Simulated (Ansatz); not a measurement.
A series of calculations on ZrNH3ClF3

Part 1: Relaxation

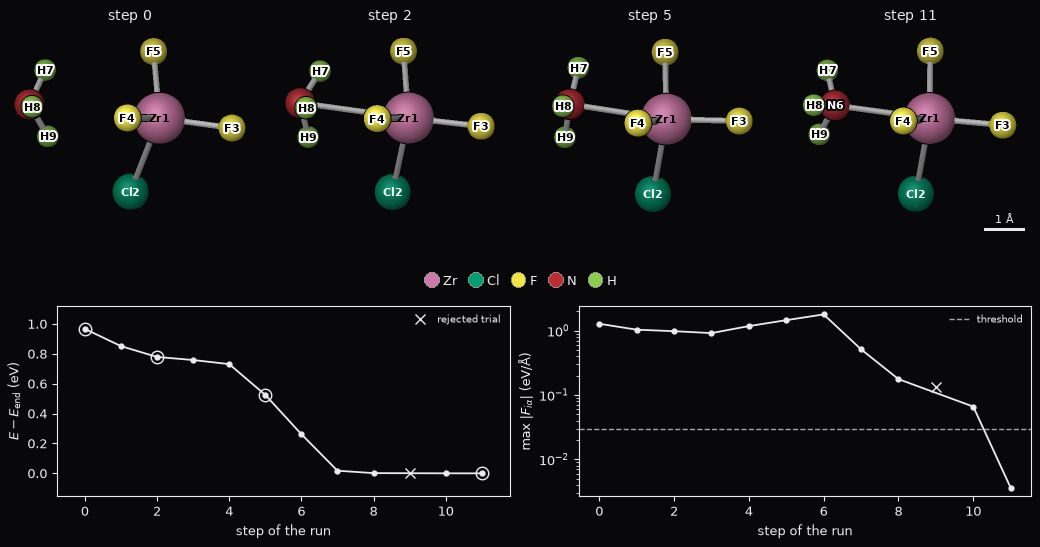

Frames of a relaxation of ZrNH3ClF3, marked on the history of the run. The picture is a ball-and-stick view, seen at a tilt.

The run prepares an end point of a later path (reaction) calculation, from a guessed geometry.

All numbers below come from Ansatz, RKS PBE/def2-SVP.

Input file:
```yaml
crystal:
  periodic: [false, false, false]
  atoms:
    - { symbol: Zr, position_ang: [0.166621, 0.024812, 0.027257] }
    - { symbol: Cl, position_ang: [0.39954, -0.213611, 2.485448] }
    - { symbol: F, position_ang: [1.923799, 0.057152, -0.688051] }
    - { symbol: F, position_ang: [-0.633832, 1.668964, -0.503554] }
    - { symbol: F, position_ang: [-0.698163, -1.454386, -0.802965] }
    - { symbol: "N", position_ang: [-2.93975, -0.025688, 1.409424] }
    - { symbol: H, position_ang: [-2.959528, -0.803953, 0.742477] }
    - { symbol: H, position_ang: [-2.892975, 0.871236, 0.915113] }
    - { symbol: H, position_ang: [-2.137612, -0.124526, 2.066751] }
basis:
  gaussian: { orbitals: def2-SVP }
hamiltonian:
  xc: pbe
relax:
  f_tol: 0.03
  max_steps: 50
output:
  orbitals: {}
```

Run as
```bash
ansatz run input.yaml --threads 4 --pin off --max-ram 5120MiB --backend cpu --events-out ev --progress --plain --runs-dir out
```

**What happens along the run?**

The largest move after the best rigid fit is that of N6, 0.67 Å. Largest moves by element: N 0.67 Å, Zr 0.26 Å, F 0.24 Å, H 0.22 Å, Cl 0.15 Å. Near-neighbour distances that change, for instance: Zr1–N6 3.400 → 2.476 Å, Zr1–H7 3.312 → 3.016 Å, Zr1–H8 3.296 → 3.016 Å, Zr1–Cl2 2.481 → 2.396 Å. New bonds form, among them: Zr1–N6 (3.40 → 2.48 Å). Among the angles between lasting bonds that change: F3–Zr1–F4 105.6° → 99.0°, Cl2–Zr1–F3 106.8° → 100.4°, F4–Zr1–F5 111.0° → 116.8°. Over 10 accepted moves (11 points after the start) the energy falls by 0.967 eV. The largest force component goes from 1.3 to 0.0036 eV/Å. The line search rejected the trial step at point 9 of the run. From step 0 to 2: H7 moves most (0.39 Å), energy −0.188 eV. From step 2 to 5: N6 moves most (0.25 Å), energy −0.254 eV. From step 5 to 11: H atoms move most (0.29 Å), energy −0.525 eV.

Limits of the set-up: the start holds two separate molecules, 2.6 Å apart at their closest, whose relative position is a soft coordinate and is computed without a dispersion correction.

Part 2: Relaxation

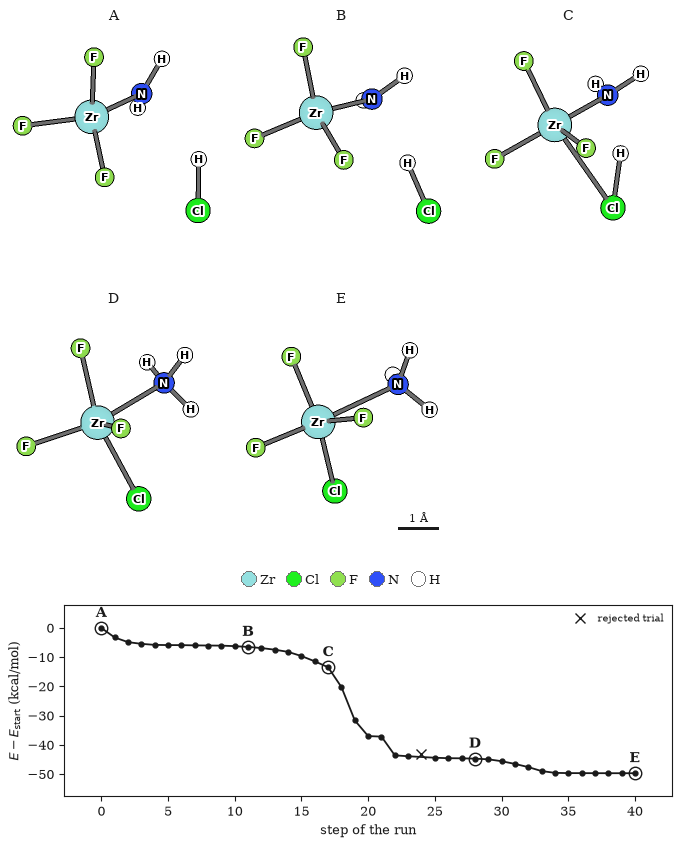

Frames of a relaxation of ZrNH3ClF3, marked on the history of the run. Style: ball-and-stick. Shown from a free direction.

The run prepares an end point of a later path (reaction) calculation, from a guessed geometry.

Computed with Ansatz, RKS PBE/def2-SVP.

Input file:
```yaml
crystal:
  periodic: [false, false, false]
  atoms:
    - { symbol: Zr, position_ang: [-0.538444, 0.038382, -0.426064] }
    - { symbol: Cl, position_ang: [0.044223, 0.14075, 3.253291] }
    - { symbol: F, position_ang: [1.244196, -0.056238, 0.257703] }
    - { symbol: F, position_ang: [-0.620738, 1.659087, -1.426543] }
    - { symbol: F, position_ang: [-0.776658, -1.458774, -1.580969] }
    - { symbol: "N", position_ang: [-2.299644, -0.028834, 0.828058] }
    - { symbol: H, position_ang: [-3.017484, -0.763425, 0.77853] }
    - { symbol: H, position_ang: [-2.722644, 0.795239, 1.272679] }
    - { symbol: H, position_ang: [-1.084707, -0.326187, 2.695216] }
basis:
  gaussian: { orbitals: def2-SVP }
hamiltonian:
  xc: pbe
relax:
  f_tol: 0.03
  max_steps: 50
output:
  orbitals: {}
```

Command:
```bash
ansatz run input.yaml --threads 4 --pin off --max-ram 5120MiB --backend cpu --events-out ev --progress --plain --runs-dir out
```

**What happens along the run?**

Over 39 accepted moves (40 points after the start) the energy falls by 49.7 kcal/mol. Largest force component: 1.3 eV/Å at the start, 0.017 eV/Å at the end. The line search rejected the trial step at point 24 of the run. The forces were under the threshold at step 35, but the run went on from there. The largest move after the best rigid fit is that of Cl2, 2.46 Å. Largest moves by element: Cl 2.46 Å, F 2.25 Å, H 1.07 Å, N 0.87 Å, Zr 0.61 Å. Some distances before and after: Cl2–H9 1.343 → 3.231 Å, Zr1–Cl2 3.727 → 2.394 Å, N6–H9 2.247 → 1.030 Å, Zr1–N6 2.163 → 2.462 Å. New bonds form, among them: N6–H9 (2.25 → 1.03 Å), Zr1–Cl2 (3.73 → 2.39 Å). Bonds break, among them: Cl2–H9 (1.34 → 3.23 Å). Among the angles between lasting bonds that change: F4–Zr1–N6 107.2° → 176.9°, F3–Zr1–N6 123.4° → 79.4°, F5–Zr1–N6 103.0° → 79.2°. Cost: 46 s on 4 threads of INTEL(R) XEON(R) PLATINUM 8581C CPU @ 2.10GHz (Emerald Rapids), with other jobs on the host, peak memory 0.19 GiB. From step 0 to 11: H7 moves most (0.71 Å), energy −6.48 kcal/mol. From step 11 to 17: Cl2 moves most (1.13 Å), energy −6.95 kcal/mol. From step 17 to 28: H9 moves most (1.00 Å), energy −31.2 kcal/mol. From step 28 to 40: Cl2 moves most (1.04 Å), energy −4.98 kcal/mol.

```
step  E − E(0), kcal/mol  largest force component, eV/Å      note
   0                0.00                         1.3007          
   1               -3.25                         0.6413          
   2               -4.84                         0.3658          
   3               -5.42                         0.3531          
   4               -5.77                         0.1535          
   5               -5.85                         0.1227          
   6               -5.86                         0.2578          
   7               -5.94                         0.0842          
   8               -5.99                         0.0845          
   9               -6.03                         0.4059          
  10               -6.20                         0.1639          
  12               -6.86                         0.2628          
  13               -7.43                         0.2577          
  15               -9.60                         0.2619          
  16              -11.40                         0.2941          
  18              -20.22                         1.6509          
  19              -31.59                         0.8151          
  21              -37.14                         3.4926          
  23              -43.85                         0.6331          
  24              -43.11                         1.2177  rejected
  26              -44.51                         0.0531          
  27              -44.55                         0.0588          
  29              -44.89                         0.5200          
  31              -46.47                         0.6983          
  32              -47.55                         0.5634          
  34              -49.53                         0.1795          
  35              -49.61                         0.0262          
  37              -49.64                         0.0129          
  38              -49.65                         0.0463          
  40              -49.65                         0.0171
```

Limits of the set-up: the start holds two separate molecules, 2.2 Å apart at their closest, whose relative position is a soft coordinate and is computed without a dispersion correction.

Part 3: Path

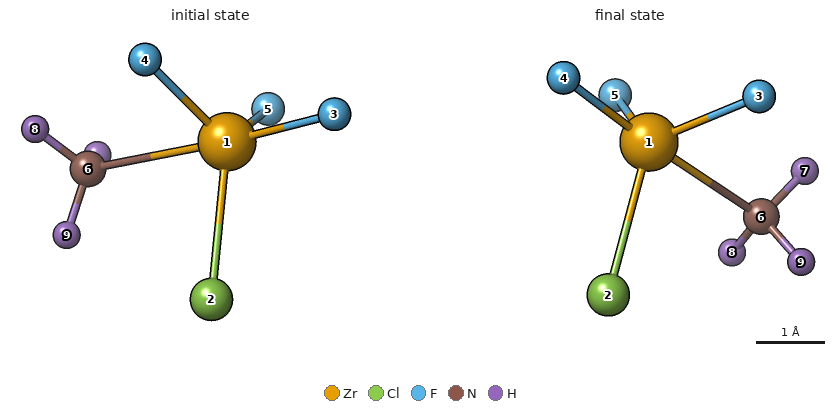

The two relaxed end points of a path for ZrNH₃ClF₃. Style: ball-and-stick. Shown at a tilt.

The calculation used RKS PBE/def2-SVP in Ansatz.

Run with 5 movable images; climbing image; force threshold 0.05 eV/Å; iteration limit 60.

Start:
```xyz
9

Zr   -0.0543    0.0193    0.1687
Cl    0.5424   -0.2236    2.4770
F     1.6851    0.0532   -0.6366
F    -0.6886    1.7394   -0.4108
F    -0.7731   -1.5190   -0.7336
N    -2.3522   -0.0135    1.0901
H    -2.9048   -0.7982    0.7160
H    -2.8692    0.8486    0.8653
H    -2.3573   -0.1063    2.1158
```

End:
```xyz
9

Zr   -0.2025    0.4573    0.0974
Cl   -0.0954    1.6645    2.1624
F     0.3562   -1.3821    0.1152
F     1.2874    1.2242   -0.8358
F    -1.6010    0.9221   -1.1376
N    -2.1452   -0.5949    1.1829
H    -2.5445   -1.3577    0.6156
H    -2.9123    0.0717    1.3522
H    -1.9146   -1.0050    2.0996
```

What barrier does the band find between them, and by what path?

Answer. Forward barrier 0.216 eV, backward barrier 0.224 eV, with image 3 at the top; the reaction energy is −0.009 eV. No bond forms or breaks between the ends. Among the angles between lasting bonds that change up to the highest image: F3–Zr1–N6 177.0° → 124.3°, F4–Zr1–N6 79.5° → 121.6°. The band is converged. At the top, the vibrational analysis gives one imaginary mode (42i cm⁻¹), as a transition state must have.

Energies of the converged images:

| image | path (Å) | E (eV) |
| --- | --- | --- |
| 0 | 0.00 | 0.000 |
| 1 | 0.82 | 0.077 |
| 2 | 1.65 | 0.183 |
| 3 | 2.47 | 0.216 |
| 4 | 3.34 | 0.181 |
| 5 | 4.21 | 0.075 |
| 6 | 5.08 | -0.009 |

The geometry at the top of the path:

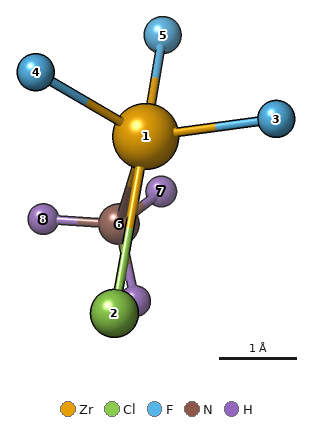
